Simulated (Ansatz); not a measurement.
**ZnO (zincite, P6_3mc): a volume series of phonon spectra**

Aim: how the vibrations of ZnO (zincite) shift with volume, and the expansion that follows.

Program: Ansatz 0.2.0. Level of theory: DFT LDA, scalar-relativistic, plane waves, PAW. Results are calculated unless marked as measured.

Experimental background.

“Local structures of polar wurtzites Zn1-xMgxO studied by Raman and 67Zn/25Mg NMR spectroscopies and by total neutron scattering” (2008, arxiv:0808.0492) reports for ZnO, wurtzite, by time-of-flight neutron powder diffraction (polycrystalline, from oxalate precursor, 298 K): lattice constant a (a, Rietveld) 3.24945 ± 1e-05 Å; lattice constant c (c, Rietveld) 5.20574 ± 3e-05 Å.

This is a report of a sequence of runs, with most program output left out.

**1. Set-up**

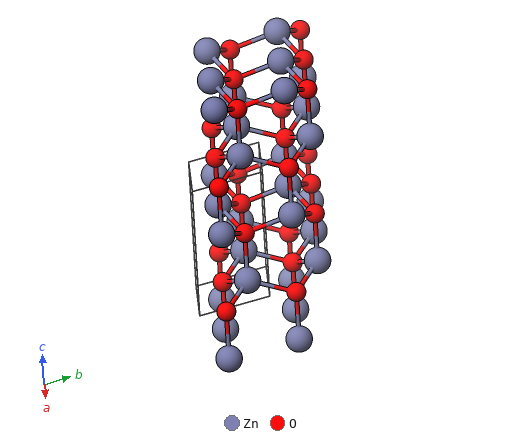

The cell as given, slightly off an axis (zinc blue, oxygen red). 3×2×2 cells are drawn. Some periodic images of atoms are drawn too.

Coordinates:

```cif
data_structure
_symmetry_space_group_name_H-M 'P 1'
_symmetry_Int_Tables_number 1
_cell_length_a 3.2493
_cell_length_b 3.2493
_cell_length_c 5.2057
_cell_angle_alpha 90.000
_cell_angle_beta 90.000
_cell_angle_gamma 120.000
_cell_volume 47.60
loop_
_atom_site_label
_atom_site_type_symbol
_atom_site_fract_x
_atom_site_fract_y
_atom_site_fract_z
_atom_site_occupancy
Zn1 Zn 0.33333 0.66667 0.50000 1
Zn2 Zn 0.66667 0.33333 0.00000 1
O3 O 0.66667 0.33333 0.37901 1
O4 O 0.33333 0.66667 0.87901 1
```

**2. A first coarse run**

A cheap single point shows whether the cell is a metal or an insulator and how far it is from rest; that sets the k-mesh and the occupations of what follows.

Contents of input.yaml:

```yaml
crystal:
  lattice:
    - [3.249308, 0.0, 0.0]
    - [-1.624654, 2.8139832727, 0.0]
    - [0.0, 0.0, 5.205709]
  atoms:
    - { symbol: Zn, position: [0.3333333333, 0.6666666667, 0.5] }
    - { symbol: Zn, position: [0.6666666667, 0.3333333333, 0.0] }
    - { symbol: O, position: [0.6666666667, 0.3333333333, 0.37901] }
    - { symbol: O, position: [0.3333333333, 0.6666666667, 0.87901] }
kpoints:
  mp_grid: { grid: [6, 6, 4] }
hamiltonian:
  xc: lda
scf:
  occupations: { method: gaussian, width: 0.1 }
output:
  forces: true
  stress: true
  eigenvalues: true
```

Run with:

```console
$ ansatz run input.yaml --threads 4 --pin off --max-ram 8192MiB --backend cpu --events-out ev --progress --plain --runs-dir out
```

The job ended after 1.1 s (4 threads of Arm Neoverse V2, shared host; peak memory 0.31 GiB; 2.2 s of CPU time).

A gap read on the k-mesh alone can miss the band edges.

Numbers from this step:

- pressure: -7.077 GPa
- volume per atom: 11.90 Å³
- gap on the k-mesh: 0.7338 eV

Force by atom:

```
atom  x (eV/Å)  y (eV/Å)  z (eV/Å)    size
 Zn1    0.0000    0.0000   -0.0514  0.0514
 Zn2    0.0000    0.0000   -0.0514  0.0514
  O3    0.0000    0.0000    0.0513  0.0513
  O4    0.0000    0.0000    0.0513  0.0513
```

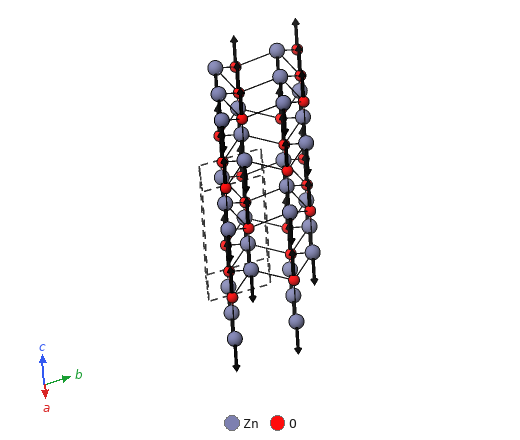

Force as arrows, the longest 0.0514 eV/Å. 3×2×2 cells are drawn. Some periodic images of atoms are drawn too.

The start is under -7.1 GPa at this level and looks like an insulator or semiconductor on this mesh.

**3. Relaxation**

The vibrations must be taken about the equilibrium of this functional, not about the starting cell, so the structure is relaxed.

input.yaml, the sections that differ from step 2:

```yaml
kpoints:
  mp_grid: { grid: [9, 9, 6] }
scf:
  occupations: { method: gaussian, width: 0.02 }
relax:
  adjacent_minimum: "off"
  f_tol: 0.005
  max_steps: 80
  cell: { stress_tol: 0.05 }
# crystal, hamiltonian, output: as in step 2
```

It took 8.3 s on 4 threads; peak memory 0.39 GiB.

The steps of the relaxation:

```
step  energy less that of the first step (eV)  largest force component (eV/Å)  pressure (GPa)  volume (Å³)
   1                                   0.0000                          0.0514           -7.07        47.60
   2                                  -0.0470                          0.0385           -3.42        46.41
   3                                  -0.0644                          0.0020            0.29        45.34
   4                                  -0.0640                          0.0039            0.00        45.42
  5*                                  -0.0537                          0.0037           -0.34        45.42
   6                                  -0.0543                          0.0005           -0.01        45.33
  7*                                  -0.0540                          0.0005           -0.02        45.33
```

Relaxation steps marked * repeat the geometry before them on a plane-wave basis chosen anew for their cell, so energy and pressure can jump there.

Forces are held to the 12 operations that the run works with; a distortion that breaks them can't arise in this run.

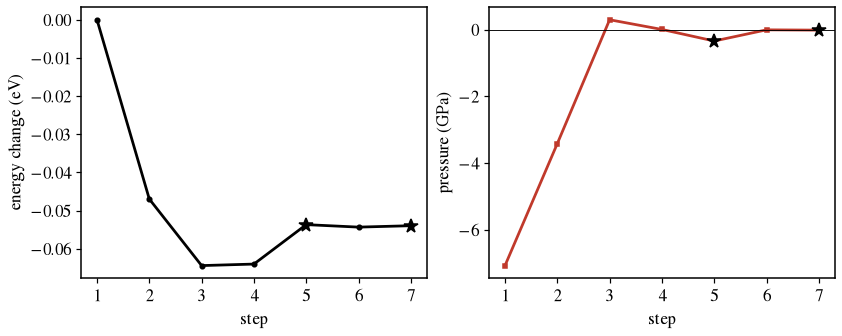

Energy and pressure along the relaxation. Stars mark steps on a basis chosen anew.

```
conventional cell, symmetrised  before  after  change
                         a (Å)   3.249  3.187  -1.9 %
                         b (Å)   3.249  3.187  -1.9 %
                         c (Å)   5.206  5.153  -1.0 %
              volume (Å³/atom)   11.90  11.33  -4.8 %
```

Final coordinates:

```xyz
4
Lattice="3.1869 0.0000 0.0000 -1.5934 2.7599 0.0000 0.0000 0.0000 5.1534" Properties=species:S:1:pos:R:3 pbc="T T T"
Zn    0.0000    1.8399    2.5784
Zn    1.5934    0.9200    0.0017
O     1.5934    0.9200    1.9515
O     0.0000    1.8399    4.5282
```

This step gave:

| Item | Value |
| --- | --- |
| pressure | -0.01847 GPa |
| gap on the k-mesh | 0.8002 eV |
| volume per atom | 11.33 Å³ |

The relaxation ends with a largest force component of 4.8e-4 eV/Å and a pressure of -0.02 GPa.

**4. Tight relaxation**

The relaxation is repeated with tighter thresholds on force and stress, since phonons are sensitive to what is left; a change of mesh or smearing in the input moves the cell too.

Contents of input.yaml:

```yaml
crystal:
  lattice:
    - [3.1868518998, 0.0, 0.0]
    - [-1.5934259499, 2.7598947034, 0.0]
    - [0.0, 0.0, 5.15341315]
  atoms:
    - { symbol: Zn, position: [0.3333333333, 0.6666666667, 0.5003362553] }
    - { symbol: Zn, position: [0.6666666667, 0.3333333333, 0.0003362553] }
    - { symbol: O, position: [0.6666666667, 0.3333333333, 0.3786737447] }
    - { symbol: O, position: [0.3333333333, 0.6666666667, 0.8786737447] }
kpoints:
  mp_grid: { grid: [9, 9, 6] }
hamiltonian:
  xc: lda
scf:
  occupations: { method: fixed }
output:
  forces: true
  stress: true
  eigenvalues: true
relax:
  adjacent_minimum: "off"
  f_tol: 0.001
  max_steps: 60
  cell: { stress_tol: 0.01 }
```

It took 4.8 s on 4 threads; peak memory 0.39 GiB.

Little changed from the start: no atom moved by 0.005 Å and no cell edge by 0.1 %.

This step gave:

```
pressure          : -1.11e-4 GPa
gap on the k-mesh : 0.8006 eV
```

The residual pressure is -1.1e-4 GPa, small enough for phonons.

**5. Lattice dynamics at this volume, V/V0 1**

Phonons at this volume give one point of F(V, T); meshes stay fixed along the series.

Contents of input.yaml:

```yaml
crystal:
  lattice:
    - [3.186889089, 0.0, 0.0]
    - [-1.5934445445, 2.7599269101, 0.0]
    - [0.0, 0.0, 5.1527079156]
  atoms:
    - { symbol: Zn, position: [0.3333333333, 0.6666666667, 0.5003164212] }
    - { symbol: Zn, position: [0.6666666667, 0.3333333333, 0.0003164212] }
    - { symbol: O, position: [0.6666666667, 0.3333333333, 0.3786935788] }
    - { symbol: O, position: [0.3333333333, 0.6666666667, 0.8786935788] }
kpoints:
  mp_grid: { grid: [9, 9, 6] }
hamiltonian:
  xc: lda
scf:
  occupations: { method: fixed }
output:
  eigenvalues: true
phonons:
  method: dfpt
  dielectric: true
  rigid_motions: translations
  qmesh: [3, 3, 2]
  temperatures: { t_max: 1000, t_step: 50 }
  qpath:
    path:
      - [[0.0, 0.0, 0.0], [0.5, 0.0, 0.0], [0.33333333, 0.33333333, 0.0], [0.0, 0.0, 0.0], [0.0, 0.0, 0.5], [0.5, 0.0, 0.5], [0.33333333, 0.33333333, 0.5], [0.0, 0.0, 0.5]]
      - [[0.5, 0.0, 0.5], [0.5, 0.0, 0.0]]
      - [[0.33333333, 0.33333333, 0.5], [0.33333333, 0.33333333, 0.0]]
    npoints: 10
```

It took 4 min on 4 threads; peak memory 1.3 GiB; 15 min of CPU time.

Numbers from this step:

* lowest frequency on the path: 0 cm⁻¹
* zero-point energy: 0.2405 eV/cell
* point group: 6mm
* highest frequency: 561.9 cm⁻¹
* Debye temperature from the second moment: 686 K

LO-TO term included. The phonon branches at the labelled points (cm⁻¹):

```
    point  branch 1  branch 2  branch 3  branch 4  branch 9  branch 10  branch 11  branch 12
        Γ         0         0         0        90       441        441        553        558
        M        88       124       142       165       491        505        554        556
        K       140       144       144       180       492        528        528        536
        Γ         0         0         0        90       441        441        553        558
        A        68        68        68        68       425        425        556        556
        L       114       114       119       119       470        470        561        561
        H        98        98       164       164       516        516        539        539
        A        68        68        68        68       425        425        556        556
jump to L       114       114       119       119       470        470        561        561
        M        88       124       142       165       491        505        554        556
jump to H        98        98       164       164       516        516        539        539
        K       140       144       144       180       492        528        528        536
```

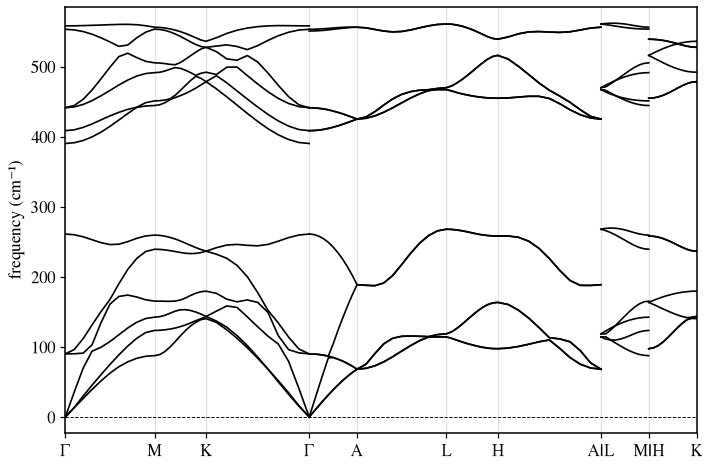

Phonon branches along the path.

The phonon density of states has structure finer than the step of the table below, so its rows give means over 25 cm⁻¹, whole bins alone (the curve runs from 2.5 to 562 cm⁻¹). Peaks (cm⁻¹: height): 102.5: 0.0638, 247.5: 0.0554, 452.5: 0.0772, 552.5: 0.114.

Tetrahedra on 24 24 12, mean over bins of 5 cm⁻¹. Phonon density of states against wavenumber; means over each step:

```
wavenumber (cm⁻¹)  phonon density of states (1/cm⁻¹/cell)
               25                                 0.00155
               50                                 0.00616
               75                                  0.0183
              100                                  0.0511
              125                                  0.0454
              150                                  0.0333
              175                                  0.0135
              200                                 0.00673
              225                                  0.0161
              250                                  0.0436
              275                                 0.00434
              300                                       0
              325                                       0
              350                                       0
              375                                       0
              400                                 0.00266
              425                                  0.0197
              450                                  0.0591
              475                                  0.0443
              500                                  0.0305
              525                                  0.0115
              550                                  0.0713
```

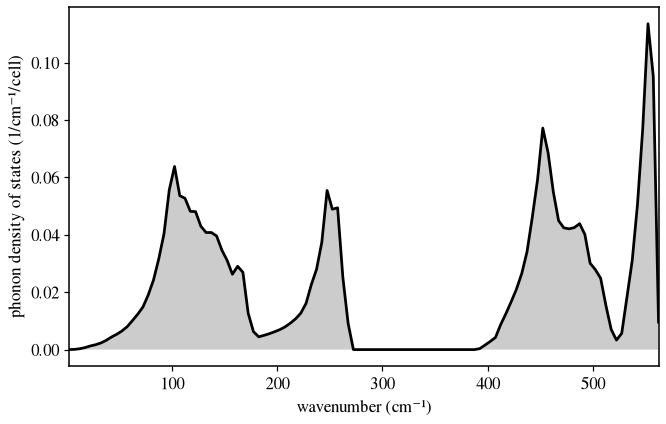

Phonon density of states, plotted against wavenumber.

Harmonic. Thermo, by row:

```
T (K)  F_vib (meV/atom)  S (J/mol-atom/K)  C_V (J/mol-atom/K)
    0             60.13                 0                   0
   50             59.87             1.809               4.017
  100              57.8             6.231               8.971
  150             53.42             10.62               12.85
  200             46.83             14.77               15.97
  250             38.17             18.59               18.24
  300             27.62             22.07               19.83
  350             15.36             25.21               20.95
  400              1.54             28.07               21.76
  450            -13.68             30.66               22.36
  500             -30.2             33.04                22.8
  550             -47.9             35.23               23.15
  600            -66.69             37.26               23.42
  650            -86.49             39.14               23.63
  700            -107.2              40.9                23.8
  750            -128.9             42.55               23.94
  800            -151.3              44.1               24.06
  850            -174.6             45.56               24.16
  900            -198.5             46.94               24.24
  950            -223.2             48.26               24.31
 1000            -248.5              49.5               24.37
```

The modes has structure finer than the step of the table below, so its rows give means over 25 cm⁻¹, whole bins alone (the curve runs from -10 to 589 cm⁻¹). Peaks (cm⁻¹: height): O 453.1: 0.0608, 551.0: 0.0877; Zn 103.0: 0.0504, 249.8: 0.0486, 453.1: 0.00909.

Phonopy on the run's constants, 21x21x11 mesh, Gaussian sigma 4.3 cm⁻¹. Modes against wavenumber; means over each step; values in 1/cm⁻¹/cell:

```
wavenumber (cm⁻¹)        O       Zn
               25   3.1e-4  0.00133
               50  0.00111  0.00513
               75  0.00292   0.0158
              100  0.00661   0.0436
              125  0.00505   0.0404
              150  0.00306   0.0301
              175  0.00125   0.0126
              200   7.3e-4  0.00597
              225  0.00109   0.0154
              250   9.3e-4   0.0406
              275   6.9e-5  0.00590
              300        0        0
              325        0        0
              350        0        0
              375   2.2e-5   5.0e-6
              400  0.00246   5.5e-4
              425   0.0168  0.00327
              450   0.0498  0.00766
              475   0.0401  0.00484
              500   0.0275  0.00238
              525   0.0131   5.0e-4
              550   0.0633  0.00370
              575  0.00375   2.5e-4
```

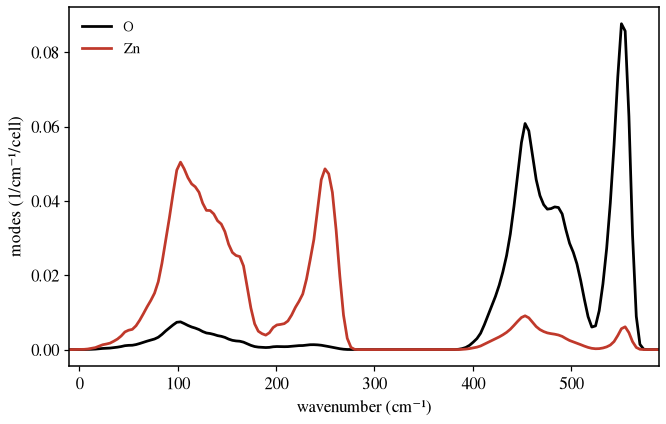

Modes, plotted against wavenumber.

Born charge (rows field, columns displacement) (e), principal values of the symmetric part by kind of site:

```
atom  atoms with these values    low  middle   high   mean
 Zn1                        2   2.08    2.08   2.14   2.10
  O3                        2  -2.14   -2.08  -2.08  -2.10
```

In full for Zn1:

```
2.08 0.00 0.00
0.00 2.08 0.00
0.00 0.00 2.14
```

ε∞:

```
5.07 0.00 0.00
0.00 5.07 0.00
0.00 0.00 5.12
```

No LO-TO term. Modes at Γ, with each element's share of the kinetic energy:

```
mode  frequency (cm⁻¹)  symmetry  Zn %  O %
   1               0.0         -    80   20
   2               0.0         -    80   20
   3               0.0         -    80   20
   4              90.1        E2    85   15
   5              90.1        E2    85   15
   6             261.1        B1    98    2
   7             390.3        A1    20   80
   8             408.6        E1    20   80
   9             408.6        E1    20   80
  10             441.3        E2    15   85
  11             441.3        E2    15   85
  12             553.2        B1     2   98
```

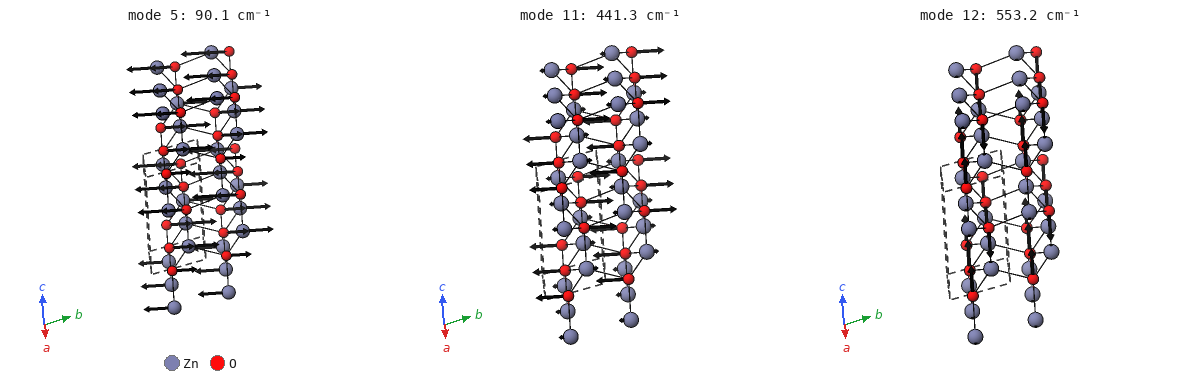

Displacement patterns of modes 5, 11 and 12 at Γ; arrows are exaggerated. 3×2×2 cells are drawn. Some periodic images of atoms are drawn too.

No mode is imaginary beyond numerical noise at the solved wavevectors.

**6. A cell at another volume, V/V0 1.015**

The volume is fixed at the new value while shape and atoms relax, so that only the volume differs between members of the series.

The cell differs from the one that the last finished run ended in (a 3.187 → 3.203 Å, b 3.187 → 3.203 Å, c 5.153 → 5.178 Å).

Contents of input.yaml:

```yaml
crystal:
  lattice:
    - [3.2027445196, 0.0, 0.0]
    - [-1.6013722598, 2.7736581158, 0.0]
    - [0.0, 0.0, 5.1783437004]
  atoms:
    - { symbol: Zn, position: [0.3333333333, 0.6666666667, 0.5003164212] }
    - { symbol: Zn, position: [0.6666666667, 0.3333333333, 0.0003164212] }
    - { symbol: O, position: [0.6666666667, 0.3333333333, 0.3786935788] }
    - { symbol: O, position: [0.3333333333, 0.6666666667, 0.8786935788] }
kpoints:
  mp_grid: { grid: [9, 9, 6] }
hamiltonian:
  xc: lda
scf:
  occupations: { method: fixed }
output:
  forces: true
  stress: true
  eigenvalues: true
relax:
  adjacent_minimum: "off"
  f_tol: 0.001
  max_steps: 60
  cell: { stress_tol: 0.01, fix: [volume] }
```

The job ended after 5.3 s (4 threads; peak memory 0.39 GiB; 18 s of CPU time).

Little changed from the start: no atom moved by 0.005 Å and no cell edge by 0.1 %.

**7. Lattice dynamics at this volume, V/V0 1.015**

Contents of input.yaml:

```yaml
crystal:
  lattice:
    - [3.2029726895, 0.0, 0.0]
    - [-1.6014863447, 2.7738557167, 0.0]
    - [0.0, 0.0, 5.1776059483]
  atoms:
    - { symbol: Zn, position: [0.3333333333, 0.6666666667, 0.5002630853] }
    - { symbol: Zn, position: [0.6666666667, 0.3333333333, 0.0002630853] }
    - { symbol: O, position: [0.6666666667, 0.3333333333, 0.3787469147] }
    - { symbol: O, position: [0.3333333333, 0.6666666667, 0.8787469147] }
kpoints:
  mp_grid: { grid: [9, 9, 6] }
hamiltonian:
  xc: lda
scf:
  occupations: { method: fixed }
output:
  eigenvalues: true
phonons:
  method: dfpt
  dielectric: true
  rigid_motions: translations
  qmesh: [3, 3, 2]
  temperatures: { t_max: 1000, t_step: 50 }
  qpath:
    path:
      - [[0.0, 0.0, 0.0], [0.5, 0.0, 0.0], [0.33333333, 0.33333333, 0.0], [0.0, 0.0, 0.0], [0.0, 0.0, 0.5], [0.5, 0.0, 0.5], [0.33333333, 0.33333333, 0.5], [0.0, 0.0, 0.5]]
      - [[0.5, 0.0, 0.5], [0.5, 0.0, 0.0]]
      - [[0.33333333, 0.33333333, 0.5], [0.33333333, 0.33333333, 0.0]]
    npoints: 10
```

Run time: 4 min. Hardware: 4 threads; peak memory 1.3 GiB; 16 min of CPU time.

LO-TO term included. Phonon branches along the path, in cm⁻¹:

```
    point  branch 1  branch 2  branch 3  branch 4  branch 9  branch 10  branch 11  branch 12
        Γ         0         0         0        92       428        428        542        547
        M        90       124       144       165       478        493        542        545
        K       141       144       144       180       479        516        516        524
        Γ         0         0         0        92       428        428        542        547
        A        70        70        70        70       413        413        545        545
        L       116       116       120       120       457        457        550        550
        H       100       100       164       164       504        504        528        528
        A        70        70        70        70       413        413        545        545
jump to L       116       116       120       120       457        457        550        550
        M        90       124       144       165       478        493        542        545
jump to H       100       100       164       164       504        504        528        528
        K       141       144       144       180       479        516        516        524
```

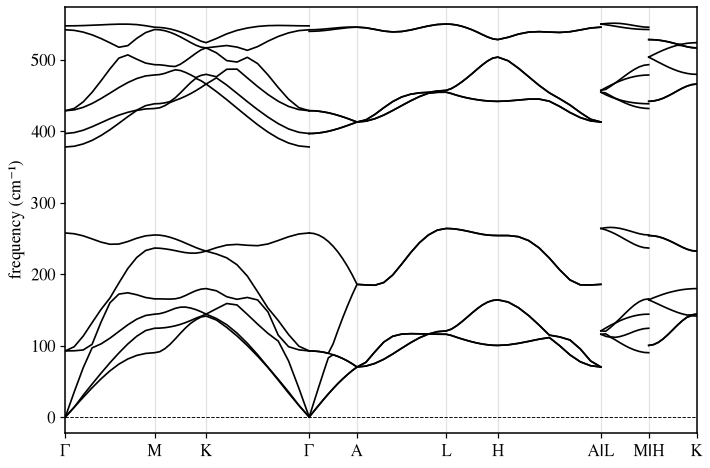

Phonon branches along the path.

No mode is imaginary beyond numerical noise at the solved wavevectors. The highest zone-centre mode (no LO–TO term) moved by -2.1 % for a volume change of +1.5 %.

**8. A cell at another volume, V/V0 0.985**

The cell differs from the one that the last finished run ended in (a 3.203 → 3.171 Å, b 3.203 → 3.171 Å, c 5.178 → 5.127 Å).

Contents of input.yaml:

```yaml
crystal:
  lattice:
    - [3.1708743007, 0.0, 0.0]
    - [-1.5854371503, 2.7460576966, 0.0]
    - [0.0, 0.0, 5.126814474]
  atoms:
    - { symbol: Zn, position: [0.3333333333, 0.6666666667, 0.5003164212] }
    - { symbol: Zn, position: [0.6666666667, 0.3333333333, 0.0003164212] }
    - { symbol: O, position: [0.6666666667, 0.3333333333, 0.3786935788] }
    - { symbol: O, position: [0.3333333333, 0.6666666667, 0.8786935788] }
kpoints:
  mp_grid: { grid: [9, 9, 6] }
hamiltonian:
  xc: lda
scf:
  occupations: { method: fixed }
output:
  forces: true
  stress: true
  eigenvalues: true
relax:
  adjacent_minimum: "off"
  f_tol: 0.001
  max_steps: 60
  cell: { stress_tol: 0.01, fix: [volume] }
```

Elapsed: 2.6 s, on 4 threads; peak memory 0.38 GiB.

Little changed from the start: no atom moved by 0.005 Å and no cell edge by 0.1 %.

(Continued in part 2 of 3.)

[Logs are printed without paths, hosts, clocks, repeated set-up lines and the standing remarks that a program may print on its own settings, such as how far it seeks lower states.]

[Hosts, paths, dates, database ids (printed as entryN), source tags and the programs' standing remarks are cut or masked in the printed files.]

[A step with changed settings may run another functional than the one named; its input shows which.]

[Of the runs on displaced cells, only some may be shown.]
